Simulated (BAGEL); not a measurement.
# AlGeNH4O (SMILES [NH2][GeH]1[O][AlH]1): a chain of runs

We compute a single-point energy (HF/6-31G*), then a single-point energy (NEVPT2(2,2)/6-31G*), then a single-point energy (CASPT2(2,2)/6-31G*) of AlGeNH4O. 

The results are computed with BAGEL 1.2.2.

2 further runs of the same task are left out: 2 set aside as unsound or not needed.

## Step 1: The structure to begin with

The species is AlGeNH4O (8 atoms), meant as a singlet with charge 0. SMILES: `[NH2][GeH]1[O][AlH]1`. The shape is that of a PBE0-D4/def2-TZVP optimisation. This is one conformer, not always the lowest.

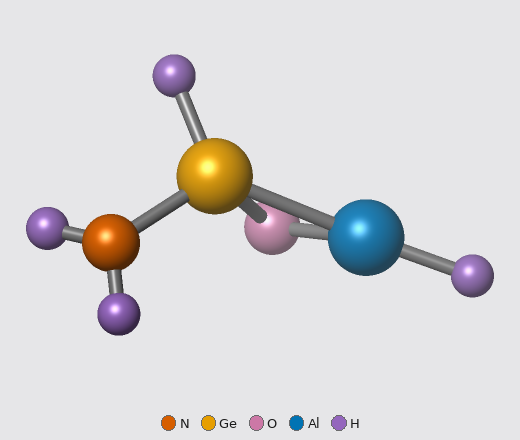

Viewed from a chosen angle; nitrogen orange, germanium amber, oxygen pink, aluminium blue, hydrogen purple.

## Step 2: A single-point energy at HF/6-31G(d) (density fitting with svp-jkfit, spherical functions) (run 1)

input.json

```json
{ "bagel" : [

{
  "title" : "molecule",
  "basis" : "6-31gs.json",
  "df_basis" : "svp-jkfit",
  "angstrom" : "true",
  "geometry" : [
    { "atom" : "N", "xyz" : [      -1.000692,       1.330404,       0.514409 ] },
    { "atom" : "Ge", "xyz" : [       0.239108,       0.000104,       0.626909 ] },
    { "atom" : "O", "xyz" : [       1.177508,      -0.345996,      -0.983491 ] },
    { "atom" : "Al", "xyz" : [       0.431508,      -1.856896,      -0.769091 ] },
    { "atom" : "H", "xyz" : [      -0.662592,       2.276404,       0.611909 ] },
    { "atom" : "H", "xyz" : [      -1.682092,       1.271204,      -0.226091 ] },
    { "atom" : "H", "xyz" : [       1.237900,       0.511900,       1.685400 ] },
    { "atom" : "H", "xyz" : [       0.351708,      -3.244096,      -1.515591 ] }
  ]
},

{
  "title" : "hf"
},

{
  "title" : "print",
  "file" : "orbitals.molden",
  "orbitals" : "true"
}

]}
```

The basis set 6-31G* is read from a file made from the Basis Set Exchange's data (not shown).

Launch:

```bash
$ BAGEL_NUM_THREADS=1 BAGEL input.json > input.out
```

The log of the run:

```text
* using 1 threads per process

  ===============================================================
  ===============================================================

  *** Geometry ***

  { "atom" : "N", "xyz" : [     -1.891034,      2.514099,      0.972092 ] },
  { "atom" : "Ge", "xyz" : [      0.451849,      0.000197,      1.184686 ] },
  { "atom" : "O", "xyz" : [      2.225168,     -0.653838,     -1.858529 ] },
  { "atom" : "Al", "xyz" : [      0.815432,     -3.509025,     -1.453371 ] },
  { "atom" : "H", "xyz" : [     -1.252117,      4.301780,      1.156340 ] },
  { "atom" : "H", "xyz" : [     -3.178693,      2.402227,     -0.427250 ] },
  { "atom" : "H", "xyz" : [      2.339292,      0.967351,      3.184944 ] },
  { "atom" : "H", "xyz" : [      0.664632,     -6.130453,     -2.864052 ] },

  Number of auxiliary basis functions:      620

  Since a DF basis is specified, we compute 2- and 3-index integrals:
    o Being stored without compression. Storage requirement is 0.037 GB

  Number of basis functions:       86
  Number of electrons      :       64

    * METHOD: MOLECULE                             0.47

  *** RHF ***

  === Nuclear Repulsion ===
   340.2934579748

      * DIIS with orbital gradients will be used.

  === RHF iteration (6-31gs.json) ===
      0      -2448.20377645          0.02628438           0.14
      1      -2448.28566053          0.02633854           0.12
      2      -2448.62077324          0.00283364           0.12
      3      -2448.62567307          0.00140586           0.12
      4      -2448.62706822          0.00021258           0.12
      5      -2448.62714394          0.00007782           0.12
      6      -2448.62715644          0.00003769           0.12
      7      -2448.62715888          0.00001734           0.12
      8      -2448.62715926          0.00000783           0.12
      9      -2448.62715932          0.00000241           0.12
     10      -2448.62715933          0.00000123           0.12
     11      -2448.62715933          0.00000061           0.12
     12      -2448.62715933          0.00000022           0.12
     13      -2448.62715933          0.00000011           0.12
     14      -2448.62715933          0.00000006           0.12
     15      -2448.62715933          0.00000003           0.12
     16      -2448.62715933          0.00000001           0.12
     17      -2448.62715933          0.00000001           0.12
    * SCF iteration converged.

    * Permanent dipole moment:
           (    0.508851,     0.506110,    -0.027913) a.u.

    * METHOD: HF                                   2.52

    * METHOD: PRINT                                0.02

  ===============================================================
```

Wall time 3.3 s (1 thread of Arm Neoverse V1, shared host); peak memory 0.17 GiB.

## Step 3: The energy at NEVPT2(2,2)/6-31G(d) (density fitting with svp-jkfit, spherical functions) (run 2)

input.json

```json
{ "bagel" : [

{
  "title" : "molecule",
  "basis" : "6-31gs.json",
  "df_basis" : "svp-jkfit",
  "angstrom" : true,
  "geometry" : [
    { "atom" : "N", "xyz" : [   -1.000692,    1.330404,    0.514409 ] },
    { "atom" : "Ge", "xyz" : [    0.239108,    0.000104,    0.626909 ] },
    { "atom" : "O", "xyz" : [    1.177508,   -0.345996,   -0.983491 ] },
    { "atom" : "Al", "xyz" : [    0.431508,   -1.856896,   -0.769091 ] },
    { "atom" : "H", "xyz" : [   -0.662592,    2.276404,    0.611909 ] },
    { "atom" : "H", "xyz" : [   -1.682092,    1.271204,   -0.226091 ] },
    { "atom" : "H", "xyz" : [    1.237900,    0.511900,    1.685400 ] },
    { "atom" : "H", "xyz" : [    0.351708,   -3.244096,   -1.515591 ] }
  ]
},
{
  "title" : "hf"
},
{
  "title" : "nevpt2",
  "nstate" : 1,
  "nact" : 2,
  "nclosed" : 31,
  "active" : [24, 42],
  "maxiter" : 200,
  "natocc" : true,
  "ncore" : 16
},
{
  "title" : "print",
  "file" : "orbitals.molden",
  "orbitals" : true
}

]}
```

The basis set 6-31G* is read from a file made from the Basis Set Exchange's data (not shown).

Launch:

```bash
$ BAGEL_NUM_THREADS=1 BAGEL input.json > input.out
```

The log of the run:

```text
* using 1 threads per process

  ===============================================================
  ===============================================================

  *** Geometry ***

  { "atom" : "N", "xyz" : [     -1.891034,      2.514099,      0.972092 ] },
  { "atom" : "Ge", "xyz" : [      0.451849,      0.000197,      1.184686 ] },
  { "atom" : "O", "xyz" : [      2.225168,     -0.653838,     -1.858529 ] },
[... 4 lines of this table left out ...]
  { "atom" : "H", "xyz" : [      0.664632,     -6.130453,     -2.864052 ] },

  Number of auxiliary basis functions:      620

  Since a DF basis is specified, we compute 2- and 3-index integrals:
    o Being stored without compression. Storage requirement is 0.037 GB

  Number of basis functions:       86
  Number of electrons      :       64

    * METHOD: MOLECULE                             0.48

  *** RHF ***

  === Nuclear Repulsion ===
   340.2934579748

      * DIIS with orbital gradients will be used.

  === RHF iteration (6-31gs.json) ===
      0      -2448.20377645          0.02628438           0.13
      1      -2448.28566053          0.02633854           0.12
      2      -2448.62077324          0.00283364           0.12
[... 14 lines of this table left out ...]
     17      -2448.62715933          0.00000001           0.12
    * SCF iteration converged.

    * Permanent dipole moment:
           (    0.508851,     0.506110,    -0.027913) a.u.

    * METHOD: HF                                   2.53

    * freezing 16 orbitals
  ---------------------------
      CASSCF calculation
  ---------------------------

    ==== Active orbitals : =====
         Orbital 24
         Orbital 42
    ============================

    * nstate   :      1
    * nclosed  :     31
    * nact     :      2
    * nvirt    :     53
  === CASSCF iteration (6-31gs.json) ===

    * Using the second-order algorithm

      0  0     -2448.62745513     5.30e-05      0.03

      1  0     -2448.62903924     1.73e-04      0.63
[... 33 lines of this table left out ...]
     18  0     -2448.64269559     8.68e-09      0.62

    * Second-order optimization converged. *

     guess   0:   closed 1.                   open ..

  === FCI iteration ===

      0  0     -2448.62695121     8.01e-02      0.00
      1  0     -2448.64269188     9.45e-04      0.00
      2  0 *   -2448.64269559     1.01e-15      0.00

     * ci vector, state   0, <S^2> = 0.0000
       2.     0.9952010740
       .2    -0.0978510207

  === DF-NEVPT2 calculation ===

    * 3-index integral transformation done
    * assembly done

      NEVPT2 correlation energy:   -0.6305608606      0.20

          (+0)     -0.5432974775
          (+0)'    -0.0343627346
          (+1)     -0.0119756901
          (+1)'    -0.0000000000
          (+2)     -0.0003942150
          (-1)     -0.0351431554
          (-1)'     0.0000000000
          (-2)     -0.0053875880

      NEVPT2 total energy:       -2449.2732564552

    * METHOD: NEVPT2                              13.54

    * METHOD: PRINT                                0.02

  ===============================================================
```

Wall time 17 s (1 thread of Arm Neoverse V1, shared host); peak memory 0.17 GiB.

## Step 4: The energy at CASPT2(2,2)/6-31G(d) (density fitting with svp-jkfit, spherical functions) (run 3)

input.json

```json
{ "bagel" : [

{
  "title" : "molecule",
  "basis" : "6-31gs.json",
  "df_basis" : "svp-jkfit",
  "angstrom" : true,
  "geometry" : [
    { "atom" : "N", "xyz" : [      -1.000692,       1.330404,       0.514409 ] },
    { "atom" : "Ge", "xyz" : [       0.239108,       0.000104,       0.626909 ] },
    { "atom" : "O", "xyz" : [       1.177508,      -0.345996,      -0.983491 ] },
    { "atom" : "Al", "xyz" : [       0.431508,      -1.856896,      -0.769091 ] },
    { "atom" : "H", "xyz" : [      -0.662592,       2.276404,       0.611909 ] },
    { "atom" : "H", "xyz" : [      -1.682092,       1.271204,      -0.226091 ] },
    { "atom" : "H", "xyz" : [       1.237900,       0.511900,       1.685400 ] },
    { "atom" : "H", "xyz" : [       0.351708,      -3.244096,      -1.515591 ] }
  ]
},

{
  "title" : "hf"
},

{
  "title" : "casscf",
  "nstate" : 1,
  "nact" : 2,
  "nclosed" : 31,
  "active" : [24, 42],
  "maxiter" : 200,
  "natocc" : true
},

{
  "title" : "print",
  "file" : "orbitals.molden",
  "orbitals" : true
},

{
  "title" : "smith",
  "method" : "caspt2",
  "ms" : true,
  "xms" : true,
  "sssr" : true,
  "shift" : 0.2,
  "shift_imag" : true,
  "ncore" : 16
}

]}
```

The basis set 6-31G* is read from a file made from the Basis Set Exchange's data (not shown).

Launch:

```bash
$ BAGEL_NUM_THREADS=1 BAGEL input.json > input.out
```

The log of the run:

```text
* using 1 threads per process

  ===============================================================
  ===============================================================

  *** Geometry ***

  { "atom" : "N", "xyz" : [     -1.891034,      2.514099,      0.972092 ] },
  { "atom" : "Ge", "xyz" : [      0.451849,      0.000197,      1.184686 ] },
  { "atom" : "O", "xyz" : [      2.225168,     -0.653838,     -1.858529 ] },
[... 4 lines of this table left out ...]
  { "atom" : "H", "xyz" : [      0.664632,     -6.130453,     -2.864052 ] },

  Number of auxiliary basis functions:      620

  Since a DF basis is specified, we compute 2- and 3-index integrals:
    o Being stored without compression. Storage requirement is 0.037 GB

  Number of basis functions:       86
  Number of electrons      :       64

    * METHOD: MOLECULE                             0.48

  *** RHF ***

  === Nuclear Repulsion ===
   340.2934579748

      * DIIS with orbital gradients will be used.

[... 6 lines left out ...]
    * SCF iteration converged.
[... 1 line left out ...]
    * Permanent dipole moment:
[... 27 lines left out ...]
    * Second-order optimization converged. *
[... 9 lines left out ...]
     * ci vector, state   0, <S^2> = 0.0000
[... 16 lines left out ...]
    * Zeroth order energy : state  0       -1.1586702960
[... 4 lines left out ...]
       #      aibj      arbs      arbi      airj      risj      airs      arst      rist         Etot      error   time
[... 2 lines left out ...]
       0  -0.54360  -0.00634  -0.03555  -0.01384  -0.00057  -0.02983  -0.00000  -0.00000   -0.6297440  0.0024632   0.10
       1  -0.54449  -0.00646  -0.03594  -0.01439  -0.00065  -0.03095  -0.00000  -0.00000   -0.6328767  0.0005245   0.09
       2  -0.54459  -0.00647  -0.03591  -0.01444  -0.00066  -0.03101  -0.00000  -0.00000   -0.6330732  0.0001280   0.09
       3  -0.54458  -0.00647  -0.03591  -0.01443  -0.00066  -0.03103   0.00000  -0.00000   -0.6330822  0.0000343   0.09
       4  -0.54458  -0.00647  -0.03591  -0.01443  -0.00066  -0.03103  -0.00000  -0.00000   -0.6330829  0.0000098   0.09
       5  -0.54458  -0.00647  -0.03591  -0.01443  -0.00066  -0.03103   0.00000  -0.00000   -0.6330830  0.0000026   0.10
       6  -0.54458  -0.00647  -0.03591  -0.01443  -0.00066  -0.03103   0.00000  -0.00000   -0.6330830  0.0000007   0.10

      ------------------------------------------------------------------------------------------------------------------

    * CASPT2 energy : state  0    -2449.2788959779
        w/o shift correction      -2449.2757785723
        reference weight              0.8400584462

    * METHOD: SMITH                                1.00

  ===============================================================
```

It took 17 s on 1 thread of Arm Neoverse V1, shared host; peak memory 0.24 GiB.

## Step 5: Outcome

```
                               quantity           value
         run 1, HF/6-31G*: total energy  -2448.62716 Eh
        run 1, HF/6-31G*: dipole moment          1.83 D
          run 1, HF/6-31G*: HOMO energy        -8.65 eV
          run 1, HF/6-31G*: LUMO energy         1.40 eV
        run 1, HF/6-31G*: HOMO–LUMO gap        10.06 eV
run 2, NEVPT2(2,2)/6-31G*: total energy  -2449.27326 Eh
run 3, CASPT2(2,2)/6-31G*: total energy  -2449.27890 Eh
```
